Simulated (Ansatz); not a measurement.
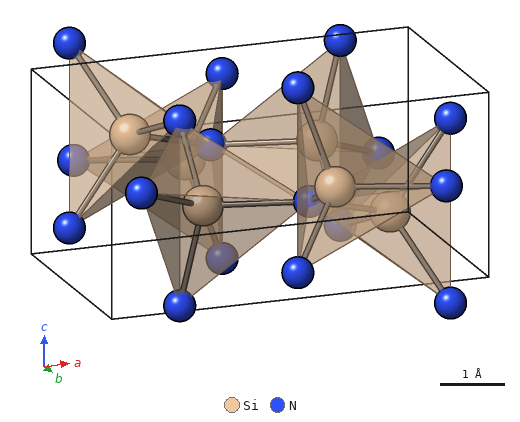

This is solid Si3N4 (set up in P6_3/m). The picture is a polyhedral view of the cell of the calculation, seen from a free direction.

All numbers below come from DFT PBE, scalar-relativistic, plane waves, PAW in Ansatz. Settings: plane-wave cutoff 420 eV; k-point mesh 6 × 6 × 8; occupations gaussian; smearing width 0.02 eV; no spin polarisation.

Change: The volume is changed by −6.0 %. The cell's shape and the atoms are relaxed at that volume.

What does the calculation give for the changed structure?

The volume changes by −6.0 %, with a = b 7.664 → 7.501 Å (−2.1 %), c 2.926 → 2.872 Å (−1.9 %). The largest moves relative to the cell, 0.029 Å, are those of Si atoms. Largest moves by element: Si 0.029 Å, N 0.025 Å. Among the bonded contacts that change: N–Si 1.747 → 1.708 to 1.715 Å. The space group stays P6_3/m (No. 176). It costs 30.8 meV per atom. The pressure goes from 0.0 to 16.2 GPa.

The changed structure in the same view:

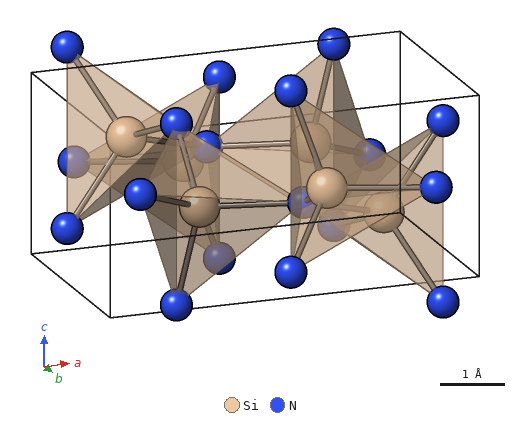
